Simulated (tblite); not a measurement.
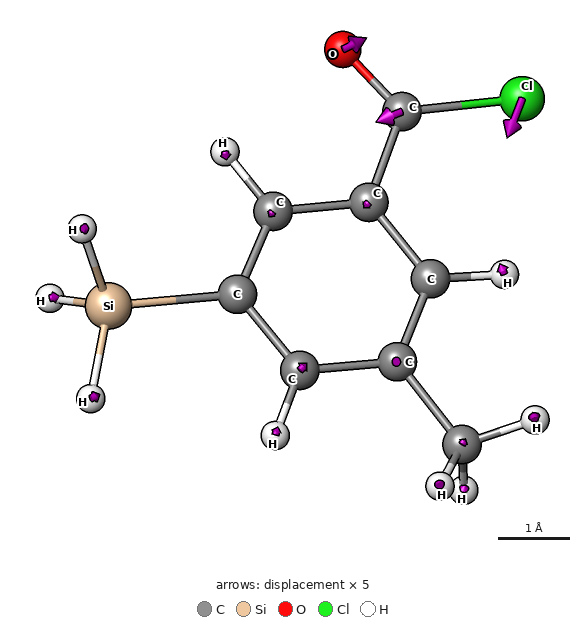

A relaxation of C₈H₉ClOSi. The starting structure is drawn; purple arrows show the displacements, magnified 5 times. The two geometries are superimposed by the best rigid fit.

A ball-and-stick model, seen at a tilt.

Computed with tblite, GFN2-xTB geometry optimisation, gas phase. 

**Which element moves most?**

Chlorine: up to 0.14 Å, against 0.09 Å for carbon.

**What happened in the run?**

The Cl atom moves most after the best rigid fit: 0.14 Å. By element the largest moves are Cl 0.14 Å, C 0.09 Å, O 0.08 Å, H 0.04 Å, Si 0.01 Å. Near-neighbour distances that change, for instance: C–C 1.502 → 1.461 Å, C–O 1.224 → 1.190 Å, C–C 1.418 → 1.391 Å, H–Si 1.488 → 1.463 Å. Among the angles between lasting bonds that change: C–C–O 117.3° → 127.4°, O–C–Cl 123.2° → 118.1°, C–C–Cl 119.5° → 114.5°. Over 30 geometry steps the energy falls by 24.4 kJ/mol.
